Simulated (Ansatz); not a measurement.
**Abstraction of F: C3H4AlF + SnH3 → C3H4Al + SnH3F**

Species: C3H4AlF `C#[C][Al]([CH3])[F]`, singlet; SnH3 `[SnH3]`, doublet; C3H4Al `C#[C][Al][CH3]`, doublet; SnH3F `[F][SnH3]`, singlet. A radical takes F: the energy is the difference in strength between the Al–F bond broken and the Sn–F bond made.

Shapes, held fixed at every level: PBE0-D4/def2-TZVP. Programs: Ansatz 0.2.0. Electronic energies: no zero-point or thermal term.

| level | kind | ΔE (kJ/mol) | less CCSD(T)/def2-TZVPP | CPU time (sum over the molecules) |
| --- | --- | --- | --- | --- |
| HF/def2-TZVPP | Hartree–Fock | +174.9 | -6.1 | – |
| B3LYP-D4/def2-TZVPP | global hybrid | +173.3 | -7.7 | 35 s |
| BHLYP-D4/def2-TZVPP | global hybrid | +179.6 | -1.4 | 28 s |
| wB97M-V/def2-TZVPP | range-separated hybrid | +186.3 | +5.3 | 81 s |
| CCSD(T)/def2-SVP | coupled cluster or CI | +188.1 | +7.1 | 37 s |
| CCSD/def2-TZVPP | coupled cluster or CI | +183.8 | +2.8 | – |
| CCSD(T)/def2-TZVPP | coupled cluster or CI | +181.0 | 0.0 | 2.5 min |

The highest level, CCSD(T)/def2-TZVPP, gives ΔE = +181.0 kJ/mol; the levels span +173.3 to +188.1. The column of differences is taken from that level and isn't an error. No measured value is set beside it here. Open shells run unrestricted unless RO is named. For atoms past krypton def2 sets carry core potentials with scalar relativity. Correlated rows may include outer-core shells of Sn, which these sets cover unevenly. Times are processor times on shared x86 and Arm servers, and rough.

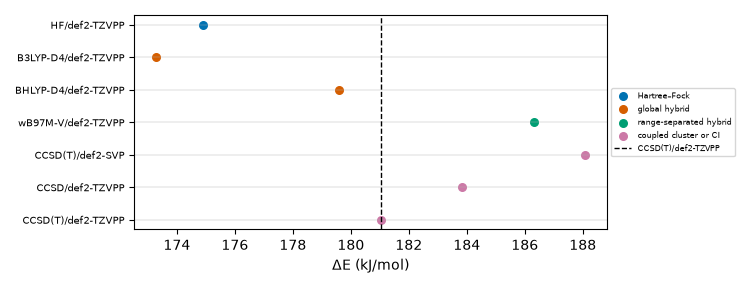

The values of the table, level by level.
